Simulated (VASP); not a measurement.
Data:

```yaml
crystal:
  lattice:
    - [0.00000, 3.89241, 3.89241]
    - [3.89241, 0.00000, 3.89241]
    - [3.89241, 3.89241, 0.00000]
  atoms:
    - { symbol: Pb, position: [0.00000, 0.00000, 0.00000] }
    - { symbol: I, position: [0.25000, 0.25000, 0.25000] }
    - { symbol: I, position: [0.75000, 0.75000, 0.75000] }
```

These are PBEsol GGA, VASP's PBE PAW potentials (set 64) (plane waves; VASP) values and carry that method's errors. Numerical set-up: 400 eV cut-off, 6×6×6 Γ-centred mesh, tetrahedra with Blöchl corrections, potentials Pb_d I.

Unless said otherwise, spin-orbit coupling is left out, though it shifts the bands of the heavy elements here.

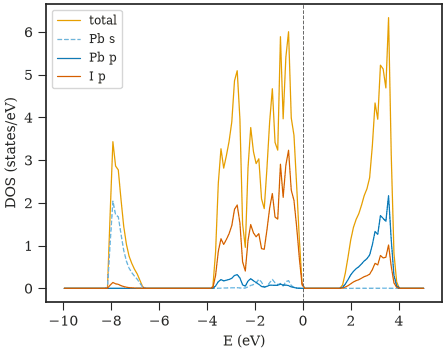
Total and projected density of states, zero at the valence-band maximum

Within 2 eV below the valence-band maximum the largest weight inside VASP's projection spheres is I p.

It has a band gap.

The structure was generated: PbI2 was put into the fluorite type (Fm-3m), which need not be its known phase. It was relaxed first.
